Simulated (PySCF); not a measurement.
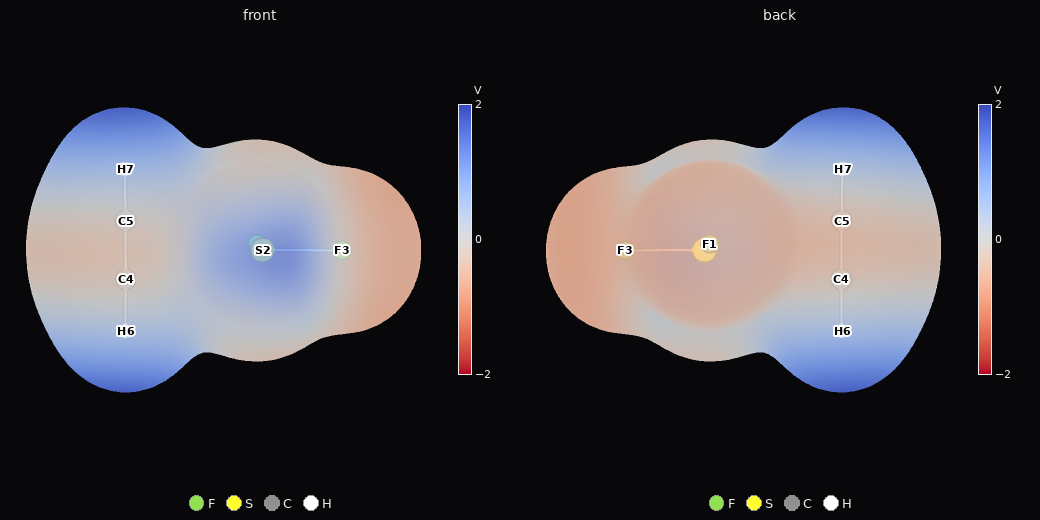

F$_{2}$S···C$_{2}$H$_{2}$ (SMILES FSF.C#C). The molecular electrostatic potential painted on the density surface at 0.001 e/bohr³, seen from the front and from behind; red is negative and blue positive.

Geometry: PBE0-D3(BJ)/def2-SVPD.

These are results of PySCF 2.14.0, wB97M-D3(BJ)/def2-TZVPD, SCF density, gas phase, not measurements.

```xyz
7

F     1.1108   -0.1197    0.6378
S     0.1037    0.9907    0.0066
F    -1.2230    0.0320    0.0040
C     2.5110    2.4741   -0.5628
C     2.2414    2.8538    0.5557
H     2.7633    2.1412   -1.5528
H     2.0162    3.1941    1.5497
```

Where is the surface potential most negative and most positive?

Answer. The most negative region (about −0.7 V) lies over F3, the most positive (about +1.7 V) over H6 and H7.
